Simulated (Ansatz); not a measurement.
CH6OSi···H2O

```xyz
12

Si   -0.9356    0.1656    0.6815
C     0.1323   -1.3916    0.7781
H    -1.7439    0.0781   -0.6029
H    -1.8880    0.1940    1.8425
O    -0.0453    1.5806    0.7488
H     1.5823    0.4682   -1.7564
O     1.0798    1.3050   -1.7621
H     0.7369   -1.4016    1.7078
H    -0.4990   -2.3046    0.7652
H     0.8327   -1.4568   -0.0812
H     0.4866    1.6884   -0.0781
H     0.2612    1.0747   -2.2432
```

Method: RKS PBE-D4/def2-SVP (Ansatz).

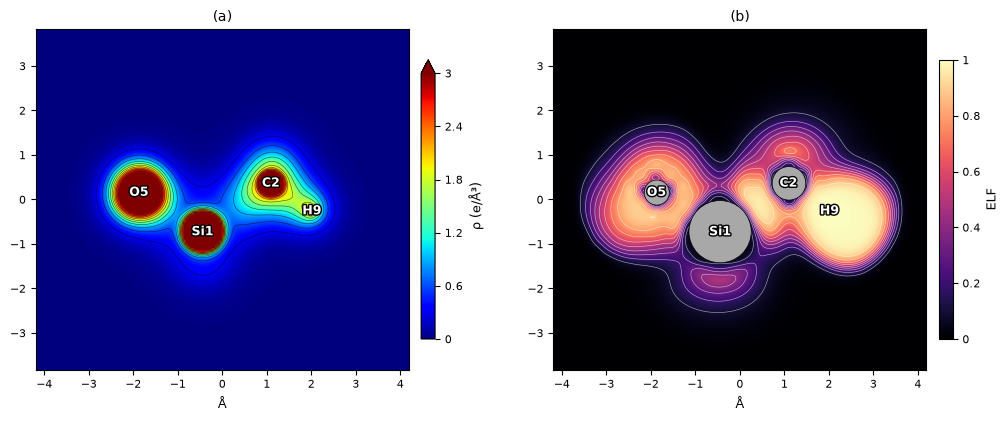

Figure 1. (a) electron density; (b) electron localisation function on the plane of atoms Si1, C2 and H9. Grey discs cover the atomic cores in the ELF map.

### Read the bonding off the picture.

The plane passes through Si, C, O and H nuclei.
Si–O (1.67 Å): ρ at the midpoint is about 1.1 e/Å³; the ELF peaks at about 0.85 between the atoms, as expected for a polar covalent bond.
C–Si (1.89 Å): ρ at the midpoint is about 0.93 e/Å³; the ELF peaks at about 0.95 between the atoms: localised, covalent bonding.
C–H (1.11 Å): ρ is about 1.8 e/Å³ halfway; the ELF climbs to about 1 towards the hydrogen, as it does in any bond to H; a covalent bond by its length.
The ELF also peaks beside O5, away from the bonds: lone-pair regions.

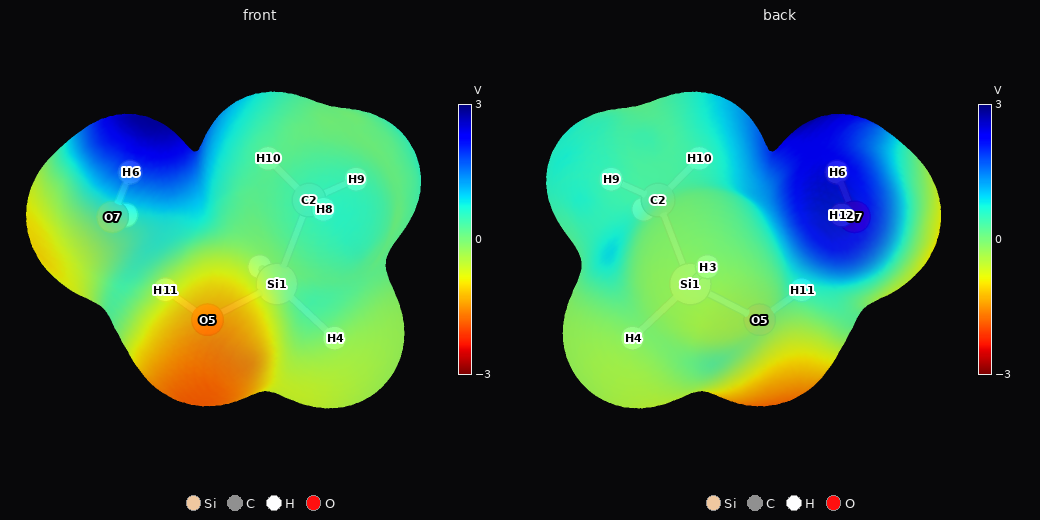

Figure 2. The molecular electrostatic potential painted on the density surface at 0.002 e/bohr³, seen from the front and from behind; the colour scale runs from red (negative) to blue (positive).

### Describe the electrostatic potential map.

The most negative region (about −1.9 V) lies over O5, the most positive (about +2.8 V) over H6. O5 is the likeliest acceptor of a hydrogen bond.

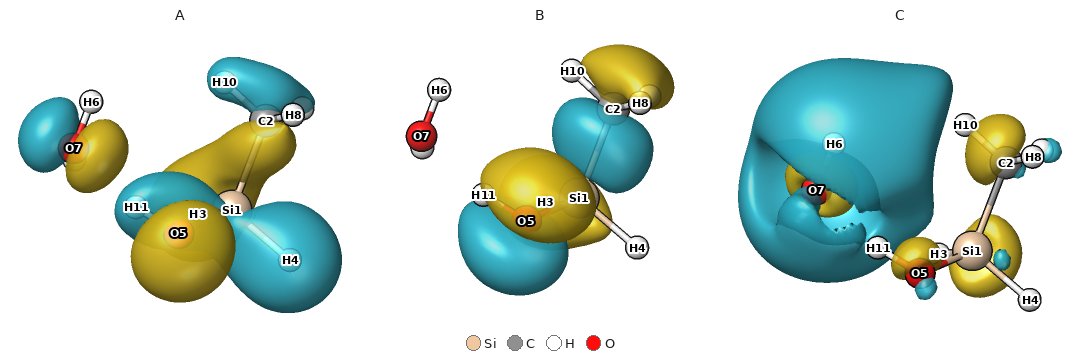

Figure 3. Three frontier orbitals at ±0.08 Å⁻³ᐟ² (yellow and cyan are the two phases), in no order.

### Which picture is the HOMO−1, the HOMO and the LUMO?

A is the HOMO−1 (−7.03 eV). Its weight (Hirshfeld) is mainly on O5 (about 40 %), Si1 (about 15 %), H4 (about 10 %), H3 (about 10 %) and O7 (about 10 %). B is the HOMO (−6.27 eV). It lies mainly on O5 (about 60 %), C2 (about 15 %), Si1 (about 15 %) and H3 (about 10 %). C is the LUMO (−0.50 eV). Its weight (Hirshfeld) is mainly on H6 (about 25 %), O7 (about 20 %), H12 (about 20 %), Si1 (about 10 %) and H10 (about 5 %).

### What is the HOMO–LUMO gap?

5.77 eV between the orbital energies.
